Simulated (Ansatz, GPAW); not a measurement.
# Si/Ag(111): work function by functional and basis, part 2 of 3

How far do functional and basis move the work function of Si/Ag(111)?

GPAW 26.7.0 and Ansatz 0.2.0; Ansatz plane waves; slab in vacuum with a dipole correction, relaxation (the session's first sound run).

So far, upper work function (eV): step 2 (relaxing the atoms) 4.70.

### Step 3. The slab's potential

With the geometry fixed, the planar mean of the potential gives the vacuum level on each side.

This step: GPAW, PAW setups; slab in vacuum (GPAW 26.7.0).

Input file run.py:

```python
import json
import numpy as np
from ase import Atoms
from gpaw import GPAW, PW

slab = Atoms(
    ['Ag', 'Ag', 'Ag', 'Ag', 'Si'],
    positions=[
        [-0.00000, -0.00000, 8.00000],
        [1.44603, 0.83487, 10.36136],
        [2.89207, 1.66974, 12.76591],
        [-0.00000, -0.00000, 15.19524],
        [2.89207, 1.66974, 17.42721]],
    cell=[[2.89207, 0.0, 0.0], [1.44603, 2.5046, 0.0], [0.0, 0.0, 25.19058]],
    pbc=[True, True, False])

slab.calc = GPAW(mode=PW(400), xc='PBE', kpts={'size': (12, 12, 1), 'gamma': True},
                 occupations={'name': 'fermi-dirac', 'width': 0.1}, nbands='200%',
                 convergence={'density': 1e-05}, maxiter=200,
                 poissonsolver={'dipolelayer': 'xy'},
                 symmetry={'tolerance': 1e-3}, txt='slab.txt')
result = {}
energy = slab.get_potential_energy()
fermi = slab.calc.get_fermi_level()
v = slab.calc.get_electrostatic_potential().mean((0, 1)) - fermi
n = slab.calc.get_pseudo_density().mean((0, 1))
L = slab.cell[2, 2]
z = np.arange(len(v)) * L / len(v)
low, high = slab.positions[:, 2].min(), slab.positions[:, 2].max()
below, above = np.interp([low - 5.8, high + 5.8], z, v)
slopes = [np.interp(x, z, np.gradient(v, z)) for x in (low - 5.8, high + 5.8)]
eps = np.array([[slab.calc.get_eigenvalues(k, s) for k in range(len(slab.calc.get_ibz_k_points()))]
                for s in range(slab.calc.get_number_of_spins())]) - fermi
top, bottom = eps[eps < 0].max(), eps[eps > 0].min()
dipole = slab.get_dipole_moment()[2]
print(f'energy {energy:.4f} eV, Fermi level {fermi:.4f} eV, dipole {dipole:.5f} e A')
print(f'potential 5.8 A off the faces, from the Fermi level: lower {below:.4f} eV, upper {above:.4f} eV')
print(f'slope of the potential there: lower {slopes[0]:.5f}, upper {slopes[1]:.5f} eV/A')
print(f'nearest levels on the mesh: {top:.4f} and {bottom:.4f} eV')
print('magnetic moment', round(slab.get_magnetic_moment(), 3))
result.update(energy=energy, fermi=fermi, dipole=dipole, below=below, above=above, slopes=slopes, edges=[top, bottom],
              z=z.tolist(), v=v.tolist(), n=n.tolist(), positions=slab.positions.tolist(),
              forces=slab.get_forces(apply_constraint=False).tolist(), moments=slab.get_magnetic_moments().tolist())
json.dump(result, open('result.json', 'w'))
```

The run is started by

```console
$ OMP_NUM_THREADS=1 OPENBLAS_NUM_THREADS=1 python run.py
```

Log:

```text
energy -15.4033 eV, Fermi level 1.3725 eV, dipole -0.00919 e A
potential 5.8 A off the faces, from the Fermi level: lower 4.4685 eV, upper 4.7004 eV
slope of the potential there: lower -0.00016, upper 0.00017 eV/A
nearest levels on the mesh: -0.0755 and 0.0458 eV
magnetic moment 0.0
```

Elapsed: 3.4 min, on 1 thread of Arm Neoverse N1, shared host; peak memory 0.25 GiB.

This step gave:

```yaml
dipole_along_the_normal: -0.009192 e·Å
levels_nearest_the_fermi_level_on_the_mesh: -0.07554, 0.04580 eV from the Fermi level
upper_work_function: 4.700 eV
lower_work_function: 4.469 eV
```

The electrostatic potential energy of an electron (without an applied field's), less the Fermi level, planar mean oscillates, so the rows of the table below give means over windows of 2.41 Å about each position, cut where the curve ends. Its maxima inside the range that stand out by 2 % of the span (Å: eV): 9.1: 0.684, 11.5: 1.02, 14.0: 1.13, 16.3: -0.391. Its minima: 8.0: -20.7, 10.4: -20.8, 12.8: -20.6, 15.2: -21.0, 17.4: -18.1.

Electrostatic potential energy of an electron (without an applied field's), less the Fermi level, planar mean against z; means over each step:

| z (Å) | electrostatic potential energy of an electron (without an applied field's), less the Fermi level, planar mean (eV) |
| --- | --- |
| 1.21 | 4.48 |
| 3.62 | 4.47 |
| 6.03 | 3.42 |
| 8.44 | -8.06 |
| 10.85 | -8.03 |
| 13.26 | -7.87 |
| 15.67 | -8.83 |
| 18.08 | -5.39 |
| 20.48 | 4.65 |
| 22.90 | 4.70 |

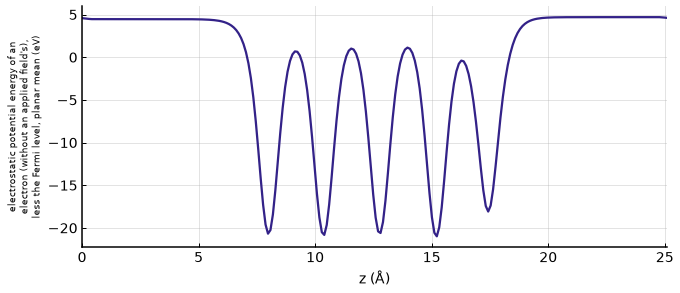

Electrostatic potential energy of an electron (without an applied field's), less the Fermi level, planar mean, plotted against z.

The pseudo valence density, planar mean oscillates, so the rows of the table below give means over windows of 2.31 Å about each position, cut where the curve ends. Its maxima inside the range that stand out by 2 % of the span (Å: e/Å³): 8.0: 2.57, 10.3: 2.50, 12.8: 2.56, 15.1: 2.49. Its minima: 9.2: 0.193, 11.5: 0.181, 14.1: 0.181.

Pseudo valence density, planar mean against z; means over each step:

```
z (Å)  pseudo valence density, planar mean (e/Å³)
 3.46                                      5.4e-5
 5.77                                      0.0196
 8.08                                        1.00
10.39                                        1.01
12.70                                        1.01
15.01                                        1.01
17.32                                       0.233
19.63                                      0.0207
21.94                                      3.7e-5
```

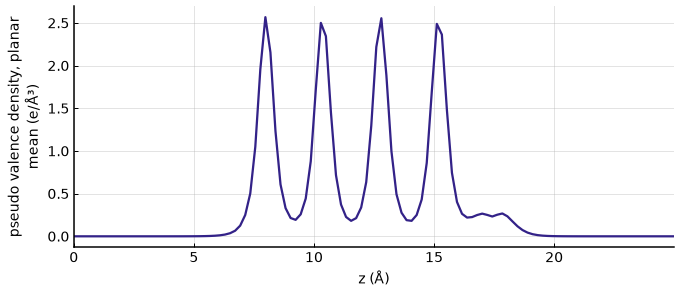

Pseudo valence density, planar mean, plotted against z.

Force by atom:

| atom | x (eV/Å) | y (eV/Å) | z (eV/Å) | size |
| --- | --- | --- | --- | --- |
| Ag1 | 0.000 | 0.000 | -0.176 | 0.176 |
| Ag2 | 0.000 | 0.000 | 0.167 | 0.167 |
| Ag3 | 0.000 | 0.000 | 0.009 | 0.009 |
| Ag4 | 0.000 | 0.000 | -0.018 | 0.018 |
| Si5 | 0.000 | 0.000 | 0.019 | 0.019 |

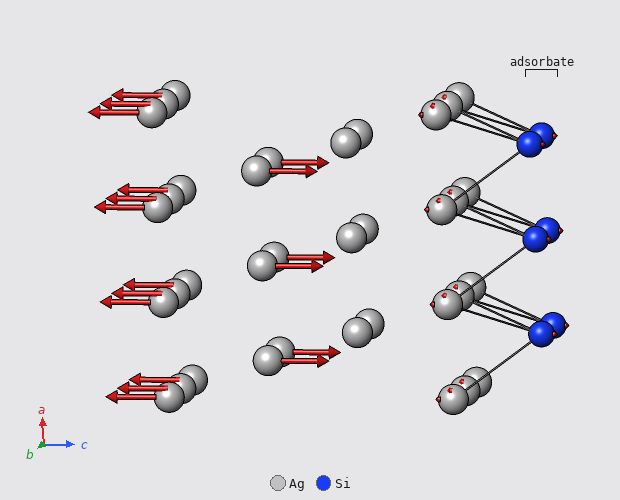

Force as arrows, the longest 0.176 eV/Å. Bonds to atoms that aren't drawn are left out. 3×2×1 cells are drawn. Some periodic images of atoms are drawn too.

The potential is flat to 1.7e-4 eV/Å where it is read, so the vacuum is wide enough. The geometry is the other program's minimum; here the largest force on a free atom is 0.019 eV/Å.

### Step 4. OptPBE vdW: xc = "optPBE-vdW"

The same geometry under optPBE-vdW, to see how far the functional moves the levels against the vacuum (the van der Waals functionals take revPBE setups).

run.py, as its differences from that of step 3:

```diff
@@ -16,3 +16,3 @@
 
-slab.calc = GPAW(mode=PW(400), xc='PBE', kpts={'size': (12, 12, 1), 'gamma': True},
+slab.calc = GPAW(mode=PW(400), xc='optPBE-vdW', kpts={'size': (12, 12, 1), 'gamma': True},
                  occupations={'name': 'fermi-dirac', 'width': 0.1}, nbands='200%',
```

Log:

```text
energy -79.3741 eV, Fermi level 1.3207 eV, dipole -0.00727 e A
potential 5.8 A off the faces, from the Fermi level: lower 4.6473 eV, upper 4.8311 eV
slope of the potential there: lower -0.00022, upper 0.00020 eV/A
nearest levels on the mesh: -0.0640 and 0.0212 eV
magnetic moment 0.0
```

It took 3.6 min on 1 thread; peak memory 0.37 GiB.

This step gave:

```
dipole along the normal                    : -0.007267 e·Å
levels nearest the Fermi level on the mesh : -0.06402, 0.02120 eV from the Fermi level
upper work function                        : 4.831 eV
lower work function                        : 4.647 eV
```

The electrostatic potential energy of an electron (without an applied field's), less the Fermi level, planar mean oscillates, so the rows of the table below give means over windows of 2.41 Å about each position, cut where the curve ends. Its maxima inside the range that stand out by 2 % of the span (Å: eV): 9.1: 0.534, 11.5: 0.866, 14.0: 0.987, 16.3: -0.497. Its minima: 8.0: -20.6, 10.4: -20.8, 12.8: -20.6, 15.2: -21.0, 17.4: -18.1.

The electrostatic potential energy of an electron (without an applied field's), less the Fermi level, planar mean by z; means over each step:

```
z (Å)  electrostatic potential energy of an electron (without an applied field's), less the Fermi level, planar mean (eV)
 1.21                                                                                                                4.65
 3.62                                                                                                                4.64
 6.03                                                                                                                3.52
 8.44                                                                                                               -8.12
10.85                                                                                                               -8.10
13.26                                                                                                               -7.93
15.67                                                                                                               -8.87
18.08                                                                                                               -5.37
20.48                                                                                                                4.76
22.90                                                                                                                4.83
```

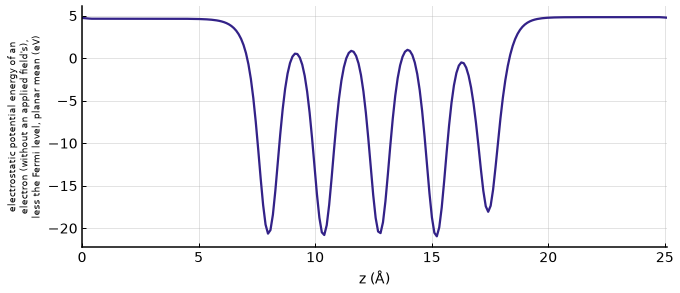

Electrostatic potential energy of an electron (without an applied field's), less the Fermi level, planar mean against z.

The pseudo valence density, planar mean oscillates, so the rows of the table below give means over windows of 2.31 Å about each position, cut where the curve ends. Its maxima inside the range that stand out by 2 % of the span (Å: e/Å³): 8.0: 2.57, 10.3: 2.50, 12.8: 2.56, 15.1: 2.49. Its minima: 9.2: 0.190, 11.5: 0.179, 14.1: 0.179.

Pseudo valence density, planar mean against z; means over each step:

| z (Å) | pseudo valence density, planar mean (e/Å³) |
| --- | --- |
| 3.46 | 7.9e-5 |
| 5.77 | 0.0198 |
| 8.08 | 1.00 |
| 10.39 | 1.01 |
| 12.70 | 1.01 |
| 15.01 | 1.01 |
| 17.32 | 0.232 |
| 19.63 | 0.0208 |
| 21.94 | 5.4e-5 |

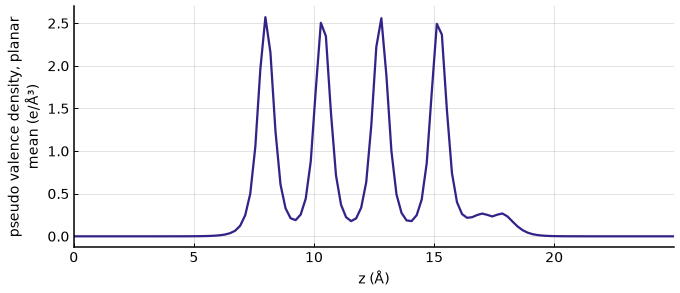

Pseudo valence density, planar mean against z.

Force by atom:

| atom | x (eV/Å) | y (eV/Å) | z (eV/Å) | size |
| --- | --- | --- | --- | --- |
| Ag1 | 0.000 | 0.000 | -0.397 | 0.397 |
| Ag2 | 0.000 | 0.000 | 0.188 | 0.188 |
| Ag3 | 0.000 | 0.000 | 0.028 | 0.028 |
| Ag4 | 0.000 | 0.000 | -0.097 | 0.097 |
| Si5 | 0.000 | 0.000 | 0.281 | 0.281 |

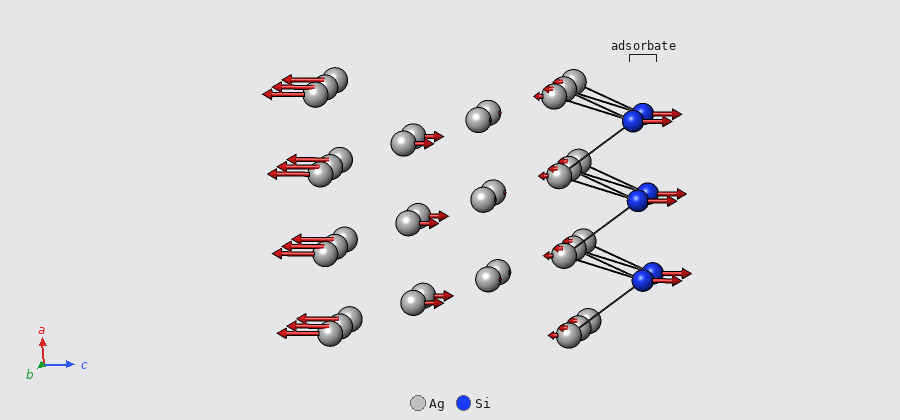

Force as arrows, the longest 0.397 eV/Å. Bonds to atoms that aren't drawn are left out. 3×2×1 cells are drawn. Some periodic images of atoms are drawn too.

The upper face's work function is 4.831 eV, against 4.700 eV in the first plane-wave PBE run at this geometry.

### Step 5. Self-consistent run: xc = "RPBE"

The same geometry under RPBE, to see how far the functional moves the levels against the vacuum.

run.py, as its differences from that of step 4:

```diff
@@ -16,3 +16,3 @@
 
-slab.calc = GPAW(mode=PW(400), xc='optPBE-vdW', kpts={'size': (12, 12, 1), 'gamma': True},
+slab.calc = GPAW(mode=PW(400), xc='RPBE', kpts={'size': (12, 12, 1), 'gamma': True},
                  occupations={'name': 'fermi-dirac', 'width': 0.1}, nbands='200%',
```

Log:

```text
energy -13.0848 eV, Fermi level 1.5066 eV, dipole -0.01447 e A
potential 5.8 A off the faces, from the Fermi level: lower 4.2688 eV, upper 4.6323 eV
slope of the potential there: lower -0.00017, upper 0.00017 eV/A
nearest levels on the mesh: -0.0735 and 0.0477 eV
magnetic moment 0.0
```

It took 3.3 min on 1 thread; peak memory 0.25 GiB.

Numbers from this step:

- dipole along the normal: -0.01447 e·Å
- levels nearest the Fermi level on the mesh: -0.07351, 0.04768 eV from the Fermi level
- upper work function: 4.632 eV
- lower work function: 4.269 eV

The electrostatic potential energy of an electron (without an applied field's), less the Fermi level, planar mean oscillates, so the rows of the table below give means over windows of 2.41 Å about each position, cut where the curve ends. Its maxima inside the range that stand out by 2 % of the span (Å: eV): 9.1: 0.505, 11.5: 0.844, 14.0: 0.961, 16.3: -0.502. Its minima: 8.0: -20.8, 10.4: -20.9, 12.8: -20.7, 15.2: -21.1, 17.4: -18.2.

Table of electrostatic potential energy of an electron (without an applied field's), less the Fermi level, planar mean by z; means over each step:

```csv
z (Å),"electrostatic potential energy of an electron (without an applied field's), less the Fermi level, planar mean (eV)"
1.21,4.28
3.62,4.27
6.03,3.22
8.44,-8.21
10.85,-8.18
13.26,-8.01
15.67,-8.94
18.08,-5.46
20.48,4.58
22.90,4.63
```

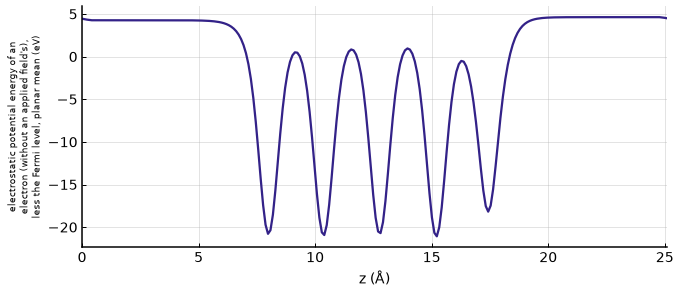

Electrostatic potential energy of an electron (without an applied field's), less the Fermi level, planar mean, plotted against z.

The upper face's work function is 4.632 eV, against 4.700 eV in the first plane-wave PBE run at this geometry.

### Step 6. Self-consistent run: xc = "LDA"

The same geometry under LDA, to see how far the functional moves the levels against the vacuum.

run.py, as its differences from that of step 5:

```diff
@@ -16,3 +16,3 @@
 
-slab.calc = GPAW(mode=PW(400), xc='RPBE', kpts={'size': (12, 12, 1), 'gamma': True},
+slab.calc = GPAW(mode=PW(400), xc='LDA', kpts={'size': (12, 12, 1), 'gamma': True},
                  occupations={'name': 'fermi-dirac', 'width': 0.1}, nbands='200%',
```

Log:

```text
energy -19.8702 eV, Fermi level 1.0423 eV, dipole 0.00081 e A
potential 5.8 A off the faces, from the Fermi level: lower 4.8869 eV, upper 4.8688 eV
slope of the potential there: lower -0.00015, upper 0.00018 eV/A
nearest levels on the mesh: -0.0834 and 0.0510 eV
magnetic moment 0.0
```

Run time: 3.4 min. Hardware: 1 thread; peak memory 0.25 GiB.

This step gave:

| Property | Result |
| --- | --- |
| dipole along the normal | 8.14e-4 e·Å |
| levels nearest the Fermi level on the mesh | -0.08345, 0.05098 eV from the Fermi level |
| upper work function | 4.869 eV |
| lower work function | 4.887 eV |

The upper face's work function is 4.869 eV, against 4.700 eV in the first plane-wave PBE run at this geometry.

### Step 7. Real-space grid: mode = "fd"

A real-space grid is a second complete basis, so it checks the plane-wave result.

run.py, as its differences from that of step 6:

```diff
@@ -3,3 +3,3 @@
 from ase import Atoms
-from gpaw import GPAW, PW
+from gpaw import GPAW
 
@@ -16,3 +16,3 @@
 
-slab.calc = GPAW(mode=PW(400), xc='LDA', kpts={'size': (12, 12, 1), 'gamma': True},
+slab.calc = GPAW(mode='fd', h=0.18, xc='PBE', kpts={'size': (12, 12, 1), 'gamma': True},
                  occupations={'name': 'fermi-dirac', 'width': 0.1}, nbands='200%',
```

Log:

```text
energy -16.0172 eV, Fermi level -4.5833 eV, dipole -0.00927 e A
potential 5.8 A off the faces, from the Fermi level: lower 4.4669 eV, upper 4.6997 eV
slope of the potential there: lower -0.00006, upper 0.00002 eV/A
nearest levels on the mesh: -0.0747 and 0.0468 eV
magnetic moment 0.0
```

Run time: 13 min. Hardware: 1 thread; peak memory 0.77 GiB.

This step gave:

| Property | Result |
| --- | --- |
| dipole along the normal | -0.009269 e·Å |
| levels nearest the Fermi level on the mesh | -0.07470, 0.04678 eV from the Fermi level |
| upper work function | 4.700 eV |
| lower work function | 4.467 eV |

The electrostatic potential energy of an electron (without an applied field's), less the Fermi level, planar mean oscillates, so the rows of the table below give means over windows of 2.34 Å about each position, cut where the curve ends. Its maxima inside the range that stand out by 2 % of the span (Å: eV): 9.2: 0.715, 11.6: 1.000, 13.9: 1.12, 16.3: -0.375. Its minima: 8.0: -20.7, 10.3: -20.9, 12.8: -20.7, 15.2: -21.0, 17.5: -18.0.

Electrostatic potential energy of an electron (without an applied field's), less the Fermi level, planar mean against z; means over each step:

```
z (Å)  electrostatic potential energy of an electron (without an applied field's), less the Fermi level, planar mean (eV)
 1.17                                                                                                                4.47
 3.51                                                                                                                4.47
 5.85                                                                                                                3.85
 8.19                                                                                                               -8.19
10.53                                                                                                               -8.31
12.87                                                                                                               -8.15
15.21                                                                                                               -8.56
17.55                                                                                                               -7.09
19.89                                                                                                                4.44
22.23                                                                                                                4.70
24.57                                                                                                                4.70
```

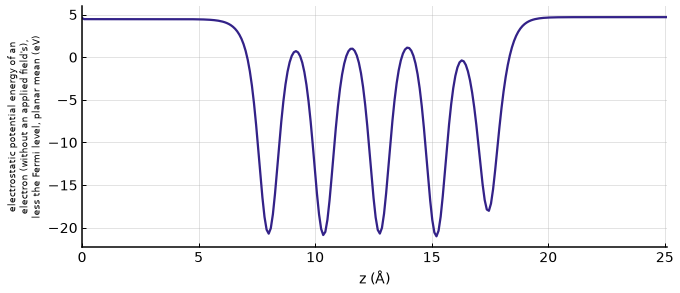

Electrostatic potential energy of an electron (without an applied field's), less the Fermi level, planar mean against z.

The upper face's work function is 4.700 eV, against 4.700 eV in the first plane-wave PBE run at this geometry.

### Step 8. Atomic orbitals: mode = "lcao"

Atom-centred orbitals end a few angstrom from the surface, which tests how much the density's tail matters.

run.py, as its differences from that of step 7:

```diff
@@ -16,4 +16,4 @@
 
-slab.calc = GPAW(mode='fd', h=0.18, xc='PBE', kpts={'size': (12, 12, 1), 'gamma': True},
-                 occupations={'name': 'fermi-dirac', 'width': 0.1}, nbands='200%',
+slab.calc = GPAW(mode='lcao', basis='dzp', h=0.18, xc='PBE', kpts={'size': (12, 12, 1), 'gamma': True},
+                 occupations={'name': 'fermi-dirac', 'width': 0.1}, nbands='120%',
                  convergence={'density': 1e-05}, maxiter=200,
```

Log:

```text
energy -14.0674 eV, Fermi level -4.5471 eV, dipole -0.00945 e A
potential 5.8 A off the faces, from the Fermi level: lower 4.4284 eV, upper 4.6658 eV
slope of the potential there: lower -0.00003, upper 0.00000 eV/A
nearest levels on the mesh: -0.0694 and 0.0378 eV
magnetic moment 0.0
```

It took 21 min on 1 thread; peak memory 0.32 GiB.

This step gave:

```
dipole along the normal                    : -0.009452 e·Å
levels nearest the Fermi level on the mesh : -0.06935, 0.03784 eV from the Fermi level
upper work function                        : 4.666 eV
lower work function                        : 4.428 eV
```

The upper face's work function is 4.666 eV, against 4.700 eV in the first plane-wave PBE run at this geometry.

### Step 9. Cost and result by level

Times are for 1 thread of Arm Neoverse N1, shared host. The series side by side:

| no. | run | upper work function (eV) | lower work function (eV) | time | memory (GiB) |
| --- | --- | --- | --- | --- | --- |
| 1 | pw | 4.700 | 4.469 | 3.4 min | 0.25 |
| 2 | optPBE vdW | 4.831 | 4.647 | 3.6 min | 0.37 |
| 3 | RPBE | 4.632 | 4.269 | 3.3 min | 0.25 |
| 4 | LDA | 4.869 | 4.887 | 3.4 min | 0.25 |
| 5 | fd | 4.700 | 4.467 | 13 min | 0.77 |
| 6 | lcao | 4.666 | 4.428 | 21 min | 0.32 |

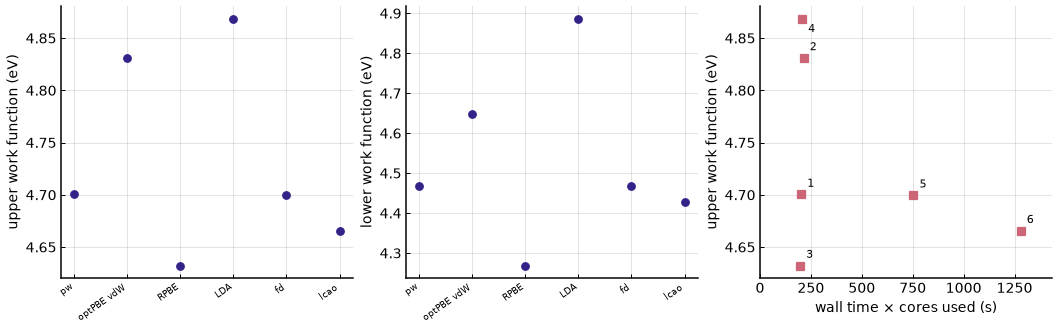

The series as plots; the last panel sets the first result against cost, with the runs numbered as in the table.

(Part 2 of 3 ends here.)

[Logs are printed without paths, hosts, clocks, repeated set-up lines and the standing remarks that a program may print on its own settings, such as how far it seeks lower states.]

[Hosts, paths, dates, database ids (printed as entryN), source tags and the programs' standing remarks are cut or masked in the printed files.]
